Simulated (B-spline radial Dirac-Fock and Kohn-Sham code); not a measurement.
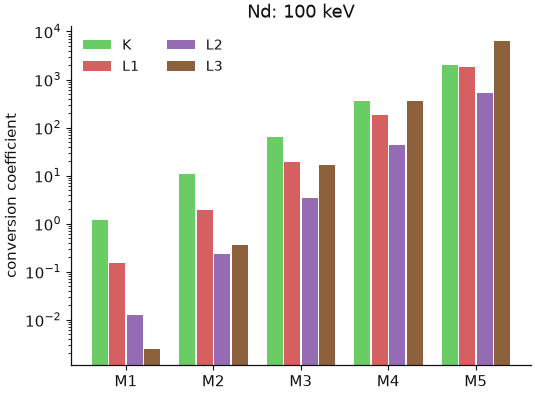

Internal conversion coefficients by shell for magnetic multipoles at a transition energy of 100 keV (K and L shells). System: neodymium (Z = 60). The calculation used a Dirac–Hartree–Slater potential of the neutral atom, no hole, surface-current nucleus (a B-spline radial code).

What are the L1 : L2 : L3 ratios for M2?

Answer. 5.51 : 0.653 : 1.

How does the sum of the shells shown change with multipole order?

Answer. From 1.38 for M1 to 10500 for M5.

Which of the shells shown converts most for M2?

Answer. K, with α = 10.8 out of 13.3 for those shown.
